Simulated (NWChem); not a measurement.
**SiS (SMILES [Si-]#[S+]): levels of theory compared**

Wanted: a comparison of 6 runs (HF/3-21G, HF/cc-pVTZ, SVWN5/cc-pVTZ, B3LYP/6-31G*, TPSS/cc-pVTZ, MP2/cc-pVTZ) of SiS. 

The results are computed with NWChem 7.3.0.

1 further run of the same task is left out (set aside as unsound or not needed).

## 1. Starting point

The species is SiS (2 atoms), meant as a singlet with charge 0. SMILES: `[Si-]#[S+]`. Geometry: the measured bond length.

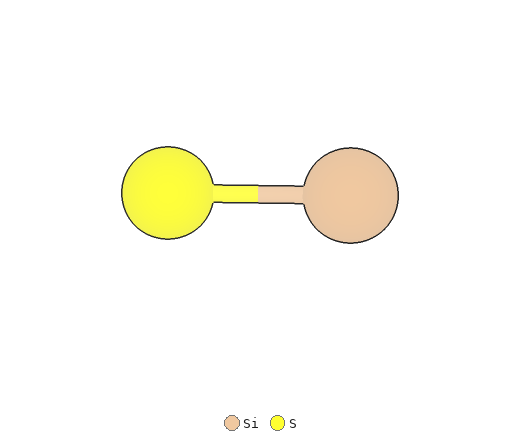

The structure, seen from a chosen angle (silicon light orange, sulfur yellow).

## 2. Energy and gradient at HF/3-21G (run 1)

File ssi.nw:

```
start ssi
memory total 2200 mb

geometry units angstroms noautosym nocenter noautoz
  Si    0.000000    0.000000    0.000000
  S     0.000000    0.000000    1.929321
end

basis spherical bse
  * library 3-21G
end

scf
  nopen 0
  rhf
  thresh 1e-08
  maxiter 80
end

task scf gradient
```

On the command line:

```bash
$ nwchem ssi.nw > ssi.out
```

Log:

```text
[...]
  functions       =    26
[...]
  wavefunction    = RHF
[...]
         Total SCF energy =   -682.978464738432
      One-electron energy =  -1068.788638499160
      Two-electron energy =    324.371095569005
 Nuclear repulsion energy =     61.439078191723
        Time for solution =      0.3s
[...]
                         RHF ENERGY GRADIENTS
    atom               coordinates                        gradient
                 x          y          z           x          y          z
   1 Si      0.000000   0.000000   0.000000    0.000000  -0.000000   0.042336
   2 S       0.000000   0.000000   3.645888   -0.000000   0.000000  -0.042336
[...]
```

Run time: 0.96 s. Hardware: 1 thread of Intel Xeon 6975P-C (Granite Rapids), shared host; peak memory 0.096 GiB.

## 3. Energy and gradient at HF/cc-pVTZ (run 2)

Edit ssi.nw of step 2 so:

```diff
@@ -2,2 +2,3 @@
 memory total 2200 mb
+charge 0
 
@@ -9,3 +10,3 @@
 basis spherical bse
-  * library 3-21G
+  * library cc-pVTZ
 end
@@ -13,4 +14,2 @@
 scf
-  nopen 0
-  rhf
   thresh 1e-08
```

On the command line:

```bash
$ nwchem ssi.nw > ssi.out
```

Log:

```text
[...]
  functions       =    68
[...]
  wavefunction    = RHF
[...]
         Total SCF energy =   -686.506490152554
      One-electron energy =  -1073.292437981235
      Two-electron energy =    325.346869636958
 Nuclear repulsion energy =     61.439078191723
        Time for solution =     22.9s
[...]
                         RHF ENERGY GRADIENTS
    atom               coordinates                        gradient
                 x          y          z           x          y          z
   1 Si      0.000000   0.000000   0.000000   -0.000000  -0.000000  -0.008669
   2 S       0.000000   0.000000   3.645888    0.000000   0.000000   0.008669
[...]
```

It took 38 s on 1 thread of Intel Xeon 6975P-C (Granite Rapids), shared host; peak memory 0.1 GiB.

Runs 3 to 4 aren't shown in full; the table further down has their settings and results.

## 4. Energy and gradient at TPSS/cc-pVTZ (run 5)

File sp.xyz:

```xyz
2
silylene, thioxo-
Si     0.000000     0.000000     0.000000
S      0.000000     0.000000     1.929321
```

File run.py:

```python
from ase.io import read
from ase.calculators.nwchem import NWChem

mol = read('sp.xyz')

calc = NWChem(
    label='sp',
    theory='dft',
    memory='2200 mb',
    basis='cc-pVTZ',
    basispar='spherical bse',
    dft={'xc': 'xtpss03 ctpss03', 'mult': '1', 'grid': 'xfine', 'convergence': 'energy 1e-08', 'iterations': '100', 'mulliken': None},
)
mol.calc = calc

forces = mol.get_forces()
print("Total energy (eV):", round(mol.get_potential_energy(), 6))
print("forces (eV/A):")
for s, f in zip(mol.symbols, forces):
    print(f"{s:2s} {f[0]:10.5f} {f[1]:10.5f} {f[2]:10.5f}")
print("dipole (e A):", mol.get_dipole_moment().round(4))
```

On the command line:

```bash
$ export ASE_NWCHEM_COMMAND="nwchem PREFIX.nwi > PREFIX.nwo"
$ python run.py
```

Log:

```text
Total energy (eV): -18715.004409
forces (eV/A):
Si   -0.00000   -0.00000   -0.67995
S     0.00000    0.00000    0.67995
dipole (e A): [-0.     -0.     -0.3147]
```

The calculator wrote sp.nwi:

```
title "sp"

permanent_dir sp

scratch_dir sp

start sp

geometry units angstrom nocenter noautosym noautoz
  Si 0.0000000000000000e+00 0.0000000000000000e+00 0.0000000000000000e+00
  S  0.0000000000000000e+00 0.0000000000000000e+00 1.9293210000000001e+00
end

memory 2200 mb

basis spherical bse noprint
   * library cc-pVTZ
end

dft
  xc xtpss03 ctpss03
  mult 1
  grid xfine
  convergence energy 1e-08
  iterations 100
  mulliken
end

task dft gradient
```

sp.nwo, cut to the lines that bear on the results:

```text
[...]
         Total DFT energy =     -687.763732150022
[...]
  wavefunction    = closed shell
                         DFT ENERGY GRADIENTS
    atom               coordinates                        gradient
                 x          y          z           x          y          z
   1 Si      0.000000   0.000000   0.000000    0.000000   0.000000   0.013223
   2 S       0.000000   0.000000   3.645888   -0.000000  -0.000000  -0.013223
[...]
```

Wall time 35 s (1 thread of Intel Xeon 6975P-C (Granite Rapids), shared host); peak memory 0.12 GiB.

## 5. Energy and gradient at MP2/cc-pVTZ (run 6)

File ssi.nw:

```
start ssi
memory 2200 mb

geometry units angstrom noautosym nocenter noautoz
Si     0.000000     0.000000     0.000000
S      0.000000     0.000000     1.929321
end

basis "ao basis" spherical bse
Si library cc-pVTZ
S library cc-pVTZ
end

scf
thresh 1e-08
maxiter 80
noprint "final vectors analysis"
end

mp2
freeze core 10
tight
end

task mp2 gradient
```

On the command line:

```bash
$ nwchem ssi.nw > ssi.out
```

Log:

```text
[...]
  functions       =    68
[...]
  wavefunction    = RHF
[...]
         Total SCF energy =   -686.506490152554
      One-electron energy =  -1073.292437981235
      Two-electron energy =    325.346869636958
 Nuclear repulsion energy =     61.439078191723
        Time for solution =     22.8s
[...]
          Total MP2 energy          -686.765852310662
[...]
                         mp2 ENERGY GRADIENTS
    atom               coordinates                        gradient
                 x          y          z           x          y          z
   1 Si      0.000000   0.000000   0.000000   -0.000000   0.000000   0.011762
   2 S       0.000000   0.000000   3.645888    0.000000  -0.000000  -0.011762
[...]
```

It took 69 s on 1 thread of Intel Xeon 6975P-C (Granite Rapids), shared host; peak memory 0.13 GiB.

## 6. All runs side by side

```csv
run,level,iteration cap,module,energy (Eh),dipole moment (D),HOMO energy (eV),LUMO energy (eV),wall time
1,HF/3-21G,80,scf,-682.978465,2.94,-10.60,0.40,0.96 s
2,HF/cc-pVTZ,80,scf,-686.506490,2.28,-10.57,0.75,38 s
3,SVWN5/cc-pVTZ,100,dft,-685.211481,–,–,–,32 s
4,B3LYP/6-31G* (spherical functions),100,dft,-687.690104,1.74,-7.82,-2.48,5.1 s
5,TPSS/cc-pVTZ,100,dft,-687.763732,1.51,-7.02,-3.04,35 s
6,MP2/cc-pVTZ,80,mp2,-686.765852,1.55,–,–,69 s
```

## 7. Outcome

```
                                                      quantity          value
                                           run 6: total energy  -686.76585 Eh
run 6: dipole moment (of the density that the program reports)         1.55 D
           run 6: correlation energy (10 core orbitals frozen)     -259.4 mEh
                               run 6: largest force on an atom     0.605 eV/Å
```

**Reading.** Over runs 1, 2, 4, 5, 6 the dipole moment (its size) runs from 1.51 D (TPSS/cc-pVTZ) to 2.94 D (HF/3-21G). The two ends differ in method and basis. Over runs 1, 2, 4, 5 the HOMO–LUMO gap runs from 3.98 eV (TPSS/cc-pVTZ) to 11.32 eV (HF/cc-pVTZ). Exact exchange widens orbital gaps. Totals of different functionals can't be ranked against each other. All runs together took 3 min, the longest 69 s.
